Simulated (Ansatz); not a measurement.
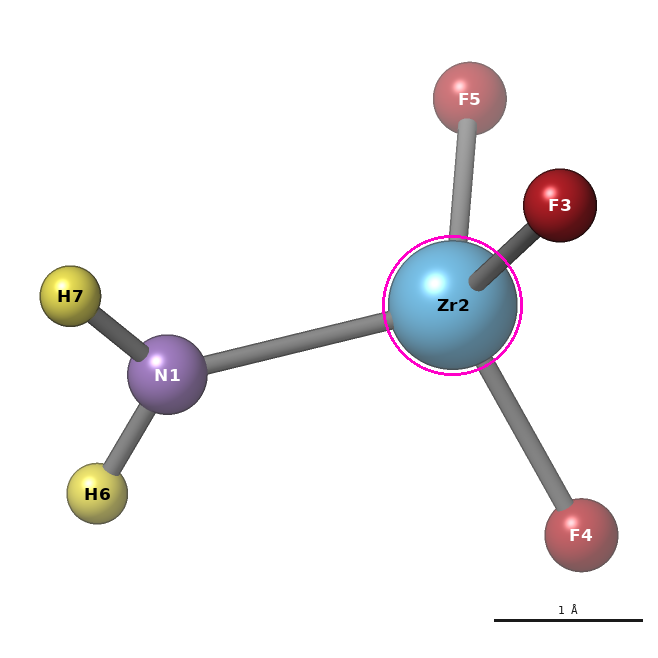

Orthographic view. Distant atoms are faded towards the background colour. Charge 0, singlet. The geometry was computed by an optimisation with PBE0-D4/def2-TZVP.

Q: Name the neighbours of the circled atom.

A: The circled atom is Zr2; it is bonded to N1, F3, F4, F5.

Q: Which atom is farthest from the viewer?

A: F5, 1.4 Å behind the mean position.

Q: Which atom is nearest the viewer?

A: F3, 1.5 Å in front of the mean position.
